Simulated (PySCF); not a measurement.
**CH5BN2 (SMILES NC1BN1) at M06-L/cc-pVDZ**

Aim: the energy change on altering one bond length of CH5BN2 at M06-L/cc-pVDZ, from 2 runs. Input form: a Python script.

The calculation is run with PySCF 2.14.0.

1 further run of the same task is left out (set aside as unsound or not needed).

### 1 The system as given

CH5BN2: 9 atoms, total charge 0, spin state singlet. As SMILES, `NC1BN1`. The shape is that of a PBE0-D4/def2-TZVP optimisation. This is one conformer, not always the lowest.

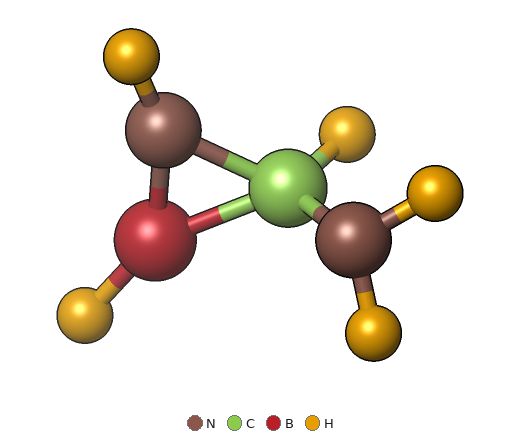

Viewed from a chosen angle; nitrogen brown, carbon green, boron red, hydrogen amber.

### 2 A single-point energy at M06-L/cc-pVDZ

calc.py reads:

```python
from pyscf import gto, dft

molecule = gto.Mole()
molecule.atom = '''
N    0.142900   1.194400  -0.640600
C   -0.364200  -0.077200  -0.222300
B    0.591200  -1.194100   0.303200
N   -0.130500  -0.469900   1.171500
H    0.784000   1.117400  -1.417000
H   -0.589900   1.842600  -0.892400
H   -1.366400  -0.317200  -0.582700
H    1.414200  -2.039000   0.194700
H   -0.392800  -0.103200   2.068300
'''
molecule.charge = 0
molecule.verbose = 3
molecule.basis = 'cc-pvdz'
molecule.max_memory = 1860
molecule.build()

calc0 = dft.RKS(molecule, xc='m06-l')
calc0.grids.level = 5
calc0.conv_tol = 1e-10
calc0.kernel()
if not calc0.converged:
    calc0 = calc0.newton().run(calc0.mo_coeff, calc0.mo_occ)

e_tot = calc0.e_tot
print(f'total energy: {e_tot:.8f} hartree')
```

The run is started by

```console
OMP_NUM_THREADS=1 python calc.py
```

Output:

```text
converged SCF energy = -175.423530345827
total energy: -175.42353035 hartree
```

Wall time 29 s (1 thread of Intel Xeon at 2.70GHz, shared host); peak memory 0.45 GiB.

### 3 The distorted shape, same level

geometry.xyz reads:

```xyz
9
CH5BN2
N      0.362742     0.999938    -0.565059
C     -0.144358    -0.271662    -0.146759
B      0.811042    -1.388562     0.378741
N      0.089342    -0.664362     1.247041
H      1.003842     0.922938    -1.341459
H     -0.589900     1.842600    -0.892400
H     -1.146558    -0.511662    -0.507159
H      1.634042    -2.233462     0.270241
H     -0.172958    -0.297662     2.143841
```

calc.py reads:

```python
from pyscf import gto, dft

mol = gto.M(
    atom='geometry.xyz',
    basis='cc-pvdz',
    verbose=3,
    max_memory=1860,
)

mf = dft.RKS(mol)
mf.xc = 'm06-l'
mf.grids.level = 5
mf.conv_tol = 1e-10
mf.kernel()
if not mf.converged:
    mf = mf.newton().run(mf.mo_coeff, mf.mo_occ)

e_tot = mf.e_tot
print(f'total energy: {e_tot:.8f} hartree')
```

The run is started by

```console
OMP_NUM_THREADS=1 python calc.py
```

Output:

```text
converged SCF energy = -175.383327160181
total energy: -175.38332716 hartree
```

It took 30 s on 1 thread of Intel Xeon at 2.70GHz, shared host; peak memory 0.45 GiB.

### 4 What came out

At M06-L/cc-pVDZ:

```
                                                         quantity          value
                                        first shape: total energy  -175.42353 Eh
                                       first shape: dipole moment         1.16 D
                                         first shape: HOMO energy       -5.36 eV
                                         first shape: LUMO energy        0.12 eV
                                       first shape: HOMO–LUMO gap        5.47 eV
                                    distorted shape: total energy  -175.38333 Eh
                                   distorted shape: dipole moment         1.06 D
                                     distorted shape: HOMO energy       -5.27 eV
                                     distorted shape: LUMO energy       -0.20 eV
                                   distorted shape: HOMO–LUMO gap        5.07 eV
energy change with the N1–H6 bond stretched from 1.010 to 1.313 Å       1.094 eV
```

In words: With the N1–H6 bond stretched from 1.010 to 1.313 Å the energy rises by 1.09 eV (106 kJ/mol). The first shape isn't relaxed at this level, so the change isn't measured from a minimum.
